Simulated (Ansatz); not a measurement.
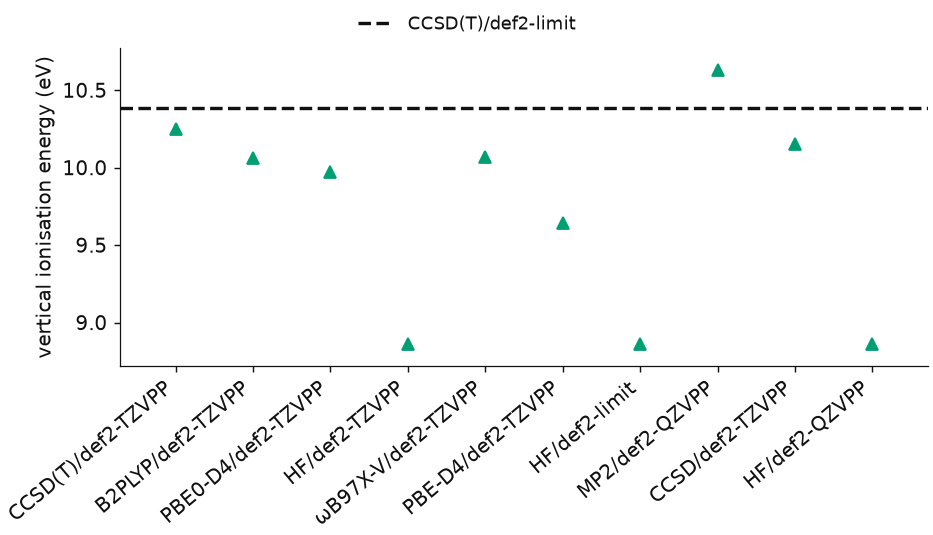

Vertical ionisation energy of C₅H₈O₂, SMILES C=C(CC)C(=O)O, taken as the energy of the cation less that of the neutral at fixed geometry (unrestricted doublet cation, cores frozen in correlated methods, no spin-orbit coupling), the Ansatz code 0.2.0, at a PBE0-D4/def2-TZVP geometry (a minimum by its frequencies). Limit means an estimate of the basis limit from triple and quadruple zeta; for coupled cluster it is either extrapolated directly or built as the MP2 limit plus the step from MP2 in triple zeta. B2PLYP/def2-TZVPP holds a correlation term that converges slowly with the basis, so part of the distance to the limit is basis error. The distance of CCSD(T)/def2-TZVPP, MP2/def2-QZVPP and CCSD/def2-TZVPP to the limit includes basis error.

What range do the values span, the line included?

Answer. From 8.86 eV (HF/def2-limit) to 10.63 eV (MP2/def2-QZVPP).

Give the values.

Answer.
| level | eV | less CCSD(T)/def2-limit |
| --- | --- | --- |
| CCSD(T)/def2-TZVPP | 10.25 | −0.13 |
| B2PLYP/def2-TZVPP | 10.06 | −0.32 |
| PBE0-D4/def2-TZVPP | 9.98 | −0.41 |
| HF/def2-TZVPP | 8.86 | −1.52 |
| ωB97X-V/def2-TZVPP | 10.07 | −0.32 |
| PBE-D4/def2-TZVPP | 9.64 | −0.74 |
| HF/def2-limit | 8.86 | −1.53 |
| MP2/def2-QZVPP | 10.63 | 0.25 |
| CCSD/def2-TZVPP | 10.15 | −0.23 |
| HF/def2-QZVPP | 8.86 | −1.53 |
| CCSD(T)/def2-limit | 10.38 | 0.00 |

Limits of at least one run: one conformer of a flexible molecule.
